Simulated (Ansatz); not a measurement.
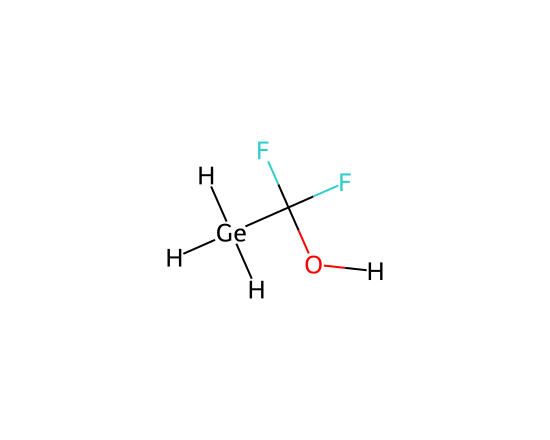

The drawing above gives the connectivity. The geometry was computed by an optimisation with PBE-D4/def2-SVP. No frequency run is at hand to confirm it as a minimum.

Describe the 3D structure.

It has 9 atoms: 1 carbon, 4 hydrogen, 2 fluorine, 1 germanium and 1 oxygen (CH4F2GeO). SMILES: `O[C](F)(F)[GeH3]`. Among its groups: alcohol, C–F bond. The point group is C1. Coordination: 1 O bent; 1 C tetrahedral; 1 Ge tetrahedral.

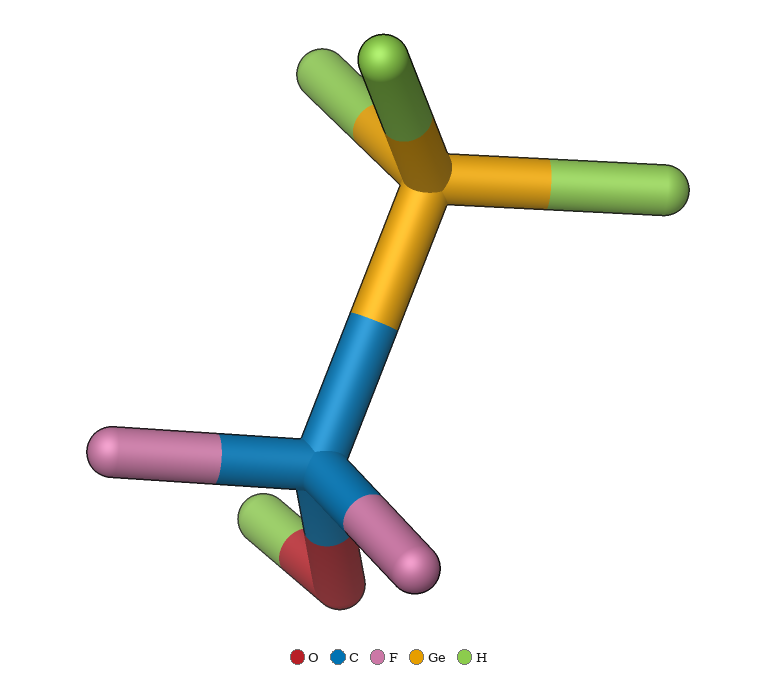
